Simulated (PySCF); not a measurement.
**UCCSD(T)/STO-3G run of GeH2F (SMILES [F][GeH2])**

What is the energy change on altering one bond length of GeH2F at UCCSD(T)/STO-3G? 

Program for the calculation: PySCF 2.14.0.

8 further runs of the same task are left out: 2 that didn't finish, 6 set aside as unsound or not needed.

**1. The structure to begin with**

The species is GeH2F (4 atoms), meant as a doublet with charge 0. SMILES: `[F][GeH2]`. The coordinates come from a PBE0-D4/def2-TZVP relaxation.

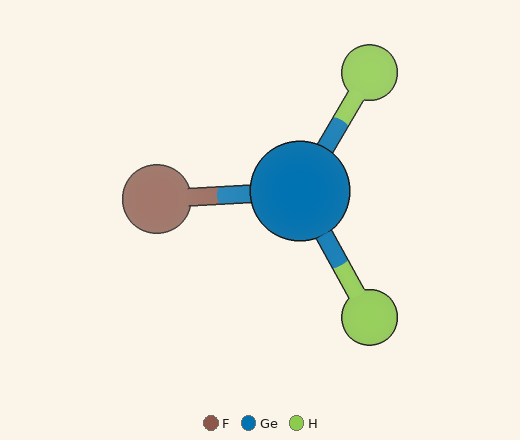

Viewed from a chosen angle; fluorine brown, germanium blue, hydrogen green.

**2. The energy at UCCSD(T)/STO-3G**

Contents of geometry.xyz:

```xyz
4

F      0.138200    -0.585400     1.442000
Ge     0.305700    -0.223200    -0.257100
H     -1.078800    -0.527800    -0.882000
H      0.690400     1.276000    -0.323100
```

Contents of calc.py:

```python
from pyscf import gto, cc

mol = gto.M(
    atom='geometry.xyz',
    verbose=4,
    spin=1,
    max_memory=1860,
    basis='sto-3g',
)

hf = mol.UHF()
hf.conv_tol = 1e-10
hf.kernel()
if not hf.converged:
    hf = hf.newton().run(hf.mo_coeff, hf.mo_occ)

mycc = cc.CCSD(hf, frozen=10)
mycc.kernel()
e_t = mycc.ccsd_t()
energy = mycc.e_tot + e_t
print('E(%s) = %.9f' % ('CCSD(T)', energy))
```

Started as:

```sh
$ OMP_NUM_THREADS=1 python calc.py
```

Output:

```text
PySCF version 2.14.0

[INPUT] num. atoms = 4
[INPUT] num. electrons = 43
[INPUT] charge = 0
[INPUT] spin (= nelec alpha-beta = 2S) = 1
[INPUT] symmetry False subgroup None
[INPUT] Mole.unit = angstrom
[INPUT] Symbol           X                Y                Z      unit          X                Y                Z       unit  Magmom
[INPUT]  1 F      0.138200000000  -0.585400000000   1.442000000000 AA    0.261160150415  -1.106245673320   2.724985071623 Bohr   0.0
[INPUT]  2 Ge     0.305700000000  -0.223200000000  -0.257100000000 AA    0.577689276280  -0.421786871003  -0.485848586626 Bohr   0.0
[INPUT]  3 H     -1.078800000000  -0.527800000000  -0.882000000000 AA   -2.038636543181  -0.997397448545  -1.666738441866 Bohr   0.0
[INPUT]  4 H      0.690400000000   1.276000000000  -0.323100000000 AA    1.304666916400   2.411290534945  -0.610570510847 Bohr   0.0

nuclear repulsion = 113.015982888999
number of shells = 13
number of NR pGTOs = 75
number of NR cGTOs = 25
basis = sto-3g
ecp = {}

[... 73 lines left out ...]
converged SCF energy = -2150.90428521367  <S^2> = 0.75272305  2S+1 = 2.0027212
[... 1 line left out ...]
******** <class 'pyscf.cc.uccsd.UCCSD'> ********
CC2 = 0
CCSD nocc = (np.int64(12), np.int64(11)), nmo = (15, 15)
frozen orbitals 10
max_cycle = 50
direct = 0
conv_tol = 1e-07
conv_tol_normt = 1e-06
diis_space = 6
diis_start_cycle = 0
diis_start_energy_diff = 1e+09
Init t2, MP2 energy = -0.0482555780272836
Init E_corr(UCCSD) = -0.0482555780273648
cycle = 1  E_corr(UCCSD) = -0.0591909327235052  dE = -0.0109353547  norm(t1,t2) = 0.070503
cycle = 2  E_corr(UCCSD) = -0.0648639773466084  dE = -0.00567304462  norm(t1,t2) = 0.0268504
cycle = 3  E_corr(UCCSD) = -0.0670512190040714  dE = -0.00218724166  norm(t1,t2) = 0.0154589
cycle = 4  E_corr(UCCSD) = -0.0682700871631531  dE = -0.00121886816  norm(t1,t2) = 0.00703333
cycle = 5  E_corr(UCCSD) = -0.0681505892698409  dE = 0.000119497893  norm(t1,t2) = 0.00374515
cycle = 6  E_corr(UCCSD) = -0.0681749302473137  dE = -2.43409775e-05  norm(t1,t2) = 0.000941842
cycle = 7  E_corr(UCCSD) = -0.0681852786365041  dE = -1.03483892e-05  norm(t1,t2) = 0.000413158
cycle = 8  E_corr(UCCSD) = -0.0681791600800328  dE = 6.11855647e-06  norm(t1,t2) = 0.000130752
cycle = 9  E_corr(UCCSD) = -0.0681780346740295  dE = 1.125406e-06  norm(t1,t2) = 6.8472e-05
cycle = 10  E_corr(UCCSD) = -0.0681772413526814  dE = 7.93321348e-07  norm(t1,t2) = 2.83179e-05
cycle = 11  E_corr(UCCSD) = -0.0681775869240957  dE = -3.45571414e-07  norm(t1,t2) = 1.02245e-05
cycle = 12  E_corr(UCCSD) = -0.0681777884152753  dE = -2.0149118e-07  norm(t1,t2) = 4.18097e-06
cycle = 13  E_corr(UCCSD) = -0.0681777533865948  dE = 3.50286805e-08  norm(t1,t2) = 1.8212e-06
cycle = 14  E_corr(UCCSD) = -0.0681777290955345  dE = 2.42910604e-08  norm(t1,t2) = 8.63464e-07
UCCSD converged
E(UCCSD) = -2150.972462942766  E_corr = -0.06817772909553448
UCCSD(T) correction = -0.00261713071881993
E(CCSD(T)) = -2150.975080073
```

Wall time 2.4 s (1 thread of AMD EPYC 7R43 (Zen 3), shared host); peak memory 0.096 GiB.

**3. The distorted shape, same level**

Contents of run.py:

```python
from pyscf import gto, scf, cc

mol = gto.M(
    atom='''
F    0.054450  -0.766500   2.291551
Ge   0.305700  -0.223200  -0.257100
H   -1.078800  -0.527800  -0.882000
H    0.690400   1.276000  -0.323100
''',
    basis='sto-3g',
    spin=1,
    verbose=4,
    max_memory=1860,
)

mf = scf.UHF(mol)
mf.conv_tol = 1e-10
mf.kernel()
if not mf.converged:
    mf = mf.newton().run(mf.mo_coeff, mf.mo_occ)

mycc = cc.CCSD(mf, frozen=10)
mycc.kernel()
e_t = mycc.ccsd_t()
e_tot = mycc.e_tot + e_t
print('E(%s) = %.9f' % ('CCSD(T)', e_tot))
```

Started as:

```sh
$ OMP_NUM_THREADS=1 python run.py
```

Output:

```text
PySCF version 2.14.0

[INPUT] num. atoms = 4
[INPUT] num. electrons = 43
[INPUT] charge = 0
[INPUT] spin (= nelec alpha-beta = 2S) = 1
[INPUT] symmetry False subgroup None
[INPUT] Mole.unit = angstrom
[INPUT] Symbol           X                Y                Z      unit          X                Y                Z       unit  Magmom
[INPUT]  1 F      0.054450000000  -0.766500000000   2.291551000000 AA    0.102895587483  -1.448475074479   4.330403790473 Bohr   0.0
[INPUT]  2 Ge     0.305700000000  -0.223200000000  -0.257100000000 AA    0.577689276280  -0.421786871003  -0.485848586626 Bohr   0.0
[INPUT]  3 H     -1.078800000000  -0.527800000000  -0.882000000000 AA   -2.038636543181  -0.997397448545  -1.666738441866 Bohr   0.0
[INPUT]  4 H      0.690400000000   1.276000000000  -0.323100000000 AA    1.304666916400   2.411290534945  -0.610570510847 Bohr   0.0

nuclear repulsion = 83.0987011058741
number of shells = 13
number of NR pGTOs = 75
number of NR cGTOs = 25
basis = sto-3g
ecp = {}

[... 105 lines left out ...]
converged SCF energy = -2150.71285541685  <S^2> = 0.82628457  2S+1 = 2.0748827
[... 12 lines left out ...]
Init t2, MP2 energy = -0.0882610413225089
[... 36 lines left out ...]
UCCSD converged
[... 2 lines left out ...]
E(CCSD(T)) = -2150.867907373
```

Wall time 2.4 s (1 thread of AMD EPYC 7R43 (Zen 3), shared host); peak memory 0.1 GiB.

**4. Summary of results**

Level: UCCSD(T)/STO-3G, 10 core orbitals frozen.

```
                                                                   quantity           value
                                                  first shape: total energy  -2150.97508 Eh
                          first shape: dipole moment (Hartree–Fock density)          1.49 D
    first shape: HOMO energy (Hartree–Fock orbitals) (highest over α and β)        -6.72 eV
     first shape: LUMO energy (Hartree–Fock orbitals) (lowest over α and β)         4.86 eV
                  first shape: correlation energy (10 core orbitals frozen)       -70.8 mEh
                                                first shape: (T) correction       -2.62 mEh
                             first shape: ⟨S²⟩ of the reference determinant           0.753
                                                 first shape: T1 diagnostic           0.014
                                              distorted shape: total energy  -2150.86791 Eh
                      distorted shape: dipole moment (Hartree–Fock density)          2.35 D
distorted shape: HOMO energy (Hartree–Fock orbitals) (highest over α and β)        -5.82 eV
 distorted shape: LUMO energy (Hartree–Fock orbitals) (lowest over α and β)         3.56 eV
              distorted shape: correlation energy (10 core orbitals frozen)      -155.1 mEh
                                            distorted shape: (T) correction       -3.03 mEh
                         distorted shape: ⟨S²⟩ of the reference determinant           0.826
                                             distorted shape: T1 diagnostic           0.034
         energy change with the F1–Ge2 bond stretched from 1.745 to 2.618 Å        2.916 eV
```

**Reading.** With the F1–Ge2 bond stretched from 1.745 to 2.618 Å the energy rises by 2.92 eV (67 kcal/mol). The first shape isn't relaxed at this level, so the change isn't measured from a minimum. The minimal basis adds a large error of its own. Mulliken charges (first shape) of the mean-field density run from -0.29 on F1 to +0.56 on Ge2; they depend strongly on the basis. The triples (first shape) make up 3.7 % of the correlation energy. The triples (distorted shape) make up 2.0 % of the correlation energy.
